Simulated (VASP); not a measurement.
Band structure of CdHg₂ (space group I4/mmm). Computed with PBEsol GGA, VASP's PBE PAW potentials (set 64) (plane waves; VASP 6.6.1).

Unless said otherwise, spin-orbit coupling is left out, though it shifts the bands of the heavy elements here.

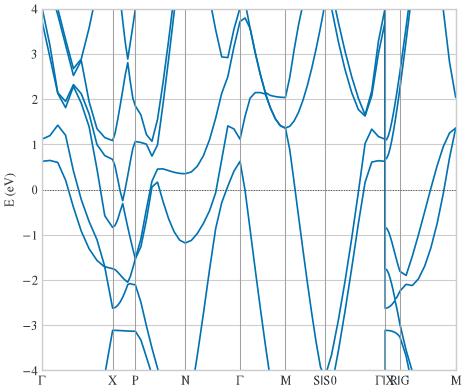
Figure: Bands along high-symmetry lines, zero at the valence-band maximum or, without a gap, the Fermi level

Task: Read the plot: is there a gap, and where are the band edges?

Result: It has no gap at this level: it comes out as a metal or semimetal. (Edges off the drawn lines would not show.)

The structure comes from a computed database's CdHg2 entry (I4/mmm); how it stands against other phases isn't given here. It was relaxed first, which changed the volume by -11 %.
